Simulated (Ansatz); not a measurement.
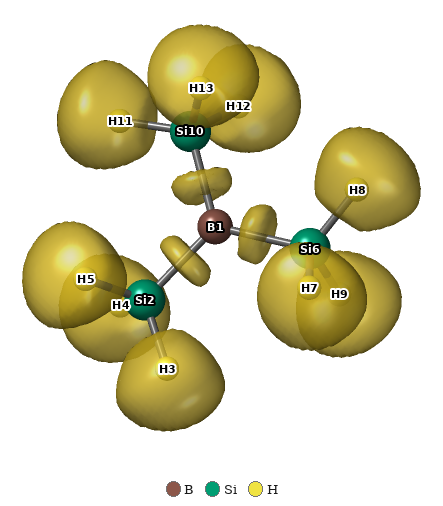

The picture shows: BH9Si3 (B(SiH3)3). Isosurface of the ELF at 0.9 (yellow), seen at a tilt. Core shells and regions of very low density are left out.

Geometry: r2SCAN-D4/def2-SVP.

All numbers below come from RKS PBE0-D4/def2-TZVP (Ansatz).

Input file:

```
crystal:
  periodic: [false, false, false]
  atoms:
    - {symbol: B, position_ang: [-0.000050, 0.001913, 0.010372]}
    - {symbol: Si, position_ang: [2.008454, 0.048788, -0.009688]}
    - {symbol: H, position_ang: [2.636814, 1.405002, 0.057682]}
    - {symbol: H, position_ang: [2.478043, -0.624286, -1.267066]}
    - {symbol: H, position_ang: [2.521296, -0.764019, 1.143147]}
    - {symbol: Si, position_ang: [-1.047326, 1.715972, 0.027258]}
    - {symbol: H, position_ang: [-0.534620, 2.620288, 1.108419]}
    - {symbol: H, position_ang: [-2.528934, 1.581438, 0.187675]}
    - {symbol: H, position_ang: [-0.781674, 2.399840, -1.283978]}
    - {symbol: Si, position_ang: [-0.960271, -1.762648, -0.004716]}
    - {symbol: H, position_ang: [-0.097007, -2.980880, -0.102879]}
    - {symbol: H, position_ang: [-1.945333, -1.790597, -1.136262]}
    - {symbol: H, position_ang: [-1.749382, -1.850791, 1.270037]}
basis:
  gaussian: {orbitals: def2-TZVP, initial_orbitals: start.molden}
hamiltonian: {xc: pbe0, dispersion: d4}
scf: {omitted_lower_state_checks: [starts]}
output: {forces: true, orbitals: {seedname: orbitals}}
```

Command:

```sh
ansatz run in.yaml --threads 2 --pin off --events-out ev --progress --plain --max-ram 20480MiB --backend cpu
```

**Where are the electrons localised?**

At this value the surface marks out three regions between bonded B–Si atoms (shared pairs) and nine regions around hydrogen nuclei. Along the contacts the grid gives the following. Si–B (2.01 Å): the ELF peaks at about 1 between the atoms: localised, covalent bonding. Si–H (1.50 Å): the ELF climbs to about 1 towards the hydrogen, as it does in any bond to H.
